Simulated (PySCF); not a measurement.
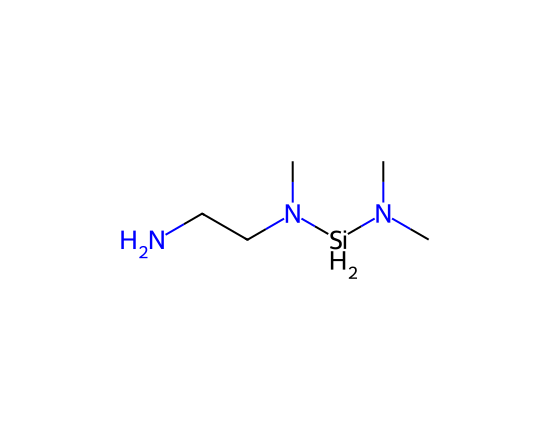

2D structure.

Give its SMILES.

Answer. CN(C)[SiH2]N(C)CCN

Give the formula, hydrogens included.

Answer. C5H17N3Si.

An optimisation with PBE0-D3(BJ)/def2-SVP gave a structure of which point group?

Answer. C1. Other conformers may differ.

The parts below concern this one geometry. Atoms keep their numbers from picture to picture. Computed geometry: PBE0-D3(BJ)/def2-SVP optimisation. No frequency run is at hand to confirm it as a minimum.

Shape

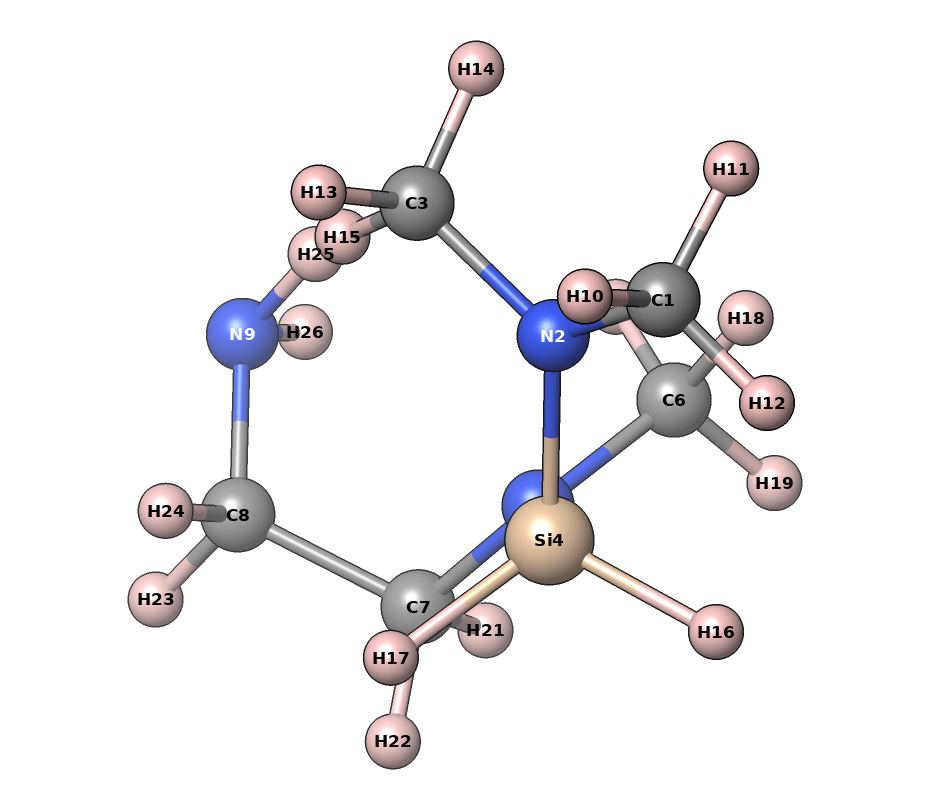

N5 lies behind Si4. The molecule seen nearly along the Si4–N5 bond, Si4 in front. Distant atoms are faded towards the background colour. No frequency run is at hand to confirm it as a minimum.

What is the torsion angle N2–Si4–N5–C6? The sign is positive where the front bond must turn clockwise to cover the back bond.

Answer. 57°, synclinal (gauche).

Electronic properties

No frequency run is at hand to confirm it as a minimum. Level of theory: PBE0/pcSseg-1, gas phase (PySCF 2.14.0).

Computed properties:

- dipole moment: 1.36 D
- HOMO energy (Kohn–Sham orbital): −6.08 eV
- LUMO energy (Kohn–Sham orbital): 1.09 eV
- HOMO–LUMO gap: 7.17 eV

Charges

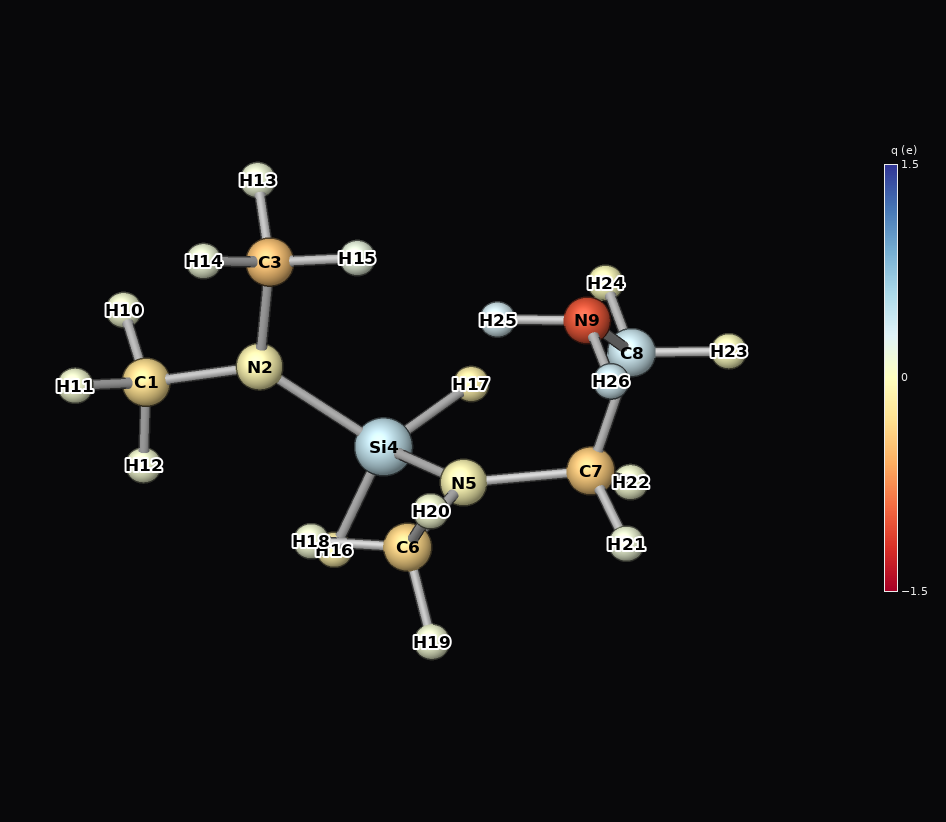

Atoms are coloured by their ESP-fitted charges. No frequency run is at hand to confirm it as a minimum. Method: PBE0/pcSseg-1, gas phase (PySCF 2.14.0).

Which atom carries the highest charge (most positive or least negative)?

Answer. Si4 (0.45 e).

And the lowest?

Answer. N9 (−1.01 e).

Give the ESP-fitted charges atom by atom.

| atom | value (e) |
| --- | --- |
| C1 | −0.28 |
| N2 | −0.08 |
| C3 | −0.45 |
| Si4 | 0.45 |
| N5 | −0.05 |
| C6 | −0.35 |
| C7 | −0.41 |
| C8 | 0.40 |
| N9 | −1.01 |
| H10 | 0.10 |
| H11 | 0.10 |
| H12 | 0.10 |
| H13 | 0.13 |
| H14 | 0.13 |
| H15 | 0.18 |
| H16 | −0.13 |
| H17 | −0.13 |
| H18 | 0.11 |
| H19 | 0.11 |
| H20 | 0.10 |
| H21 | 0.14 |
| H22 | 0.10 |
| H23 | 0.01 |
| H24 | 0.00 |
| H25 | 0.35 |
| H26 | 0.39 |

Polarisability

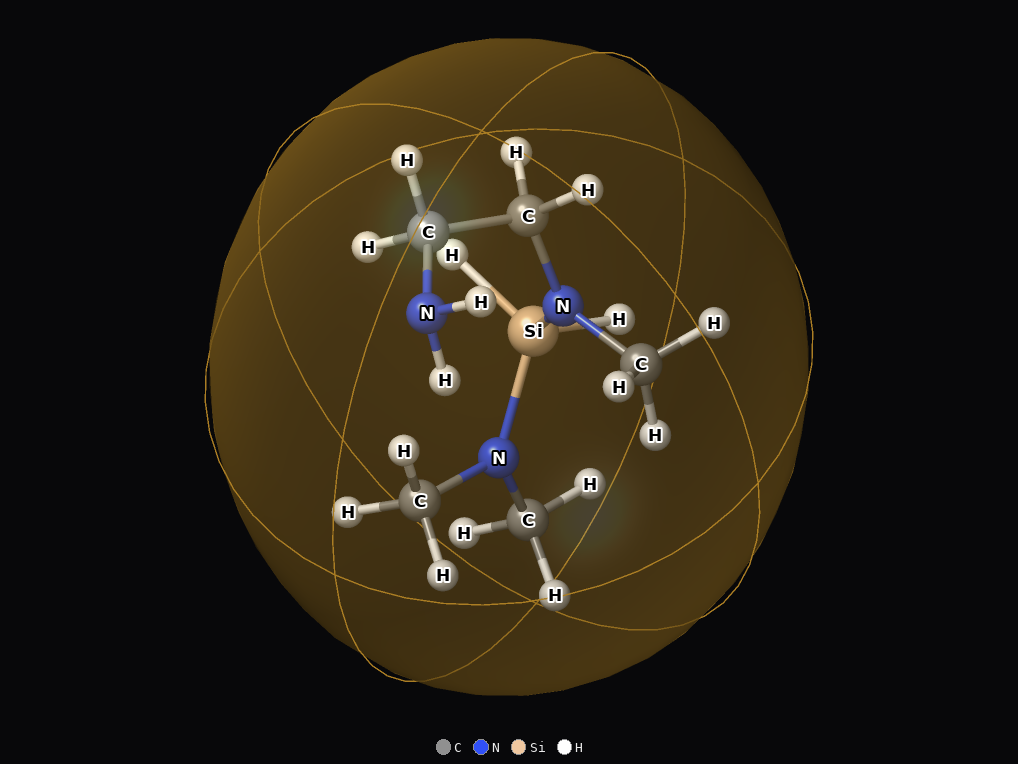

The ellipsoid shows the static dipole polarisability: its half-axes are proportional to the principal values. No frequency run is at hand to confirm it as a minimum. Computed with CAM-B3LYP/def2-SVPD (PySCF 2.14.0).

Give the principal values, the mean and the anisotropy.

Answer. Principal values 104.6, 109.2, 127.9 bohr³; mean 113.9 bohr³ (16.88 Å³); anisotropy 21.4 bohr³, so the longest axis is 1.22 times the shortest.
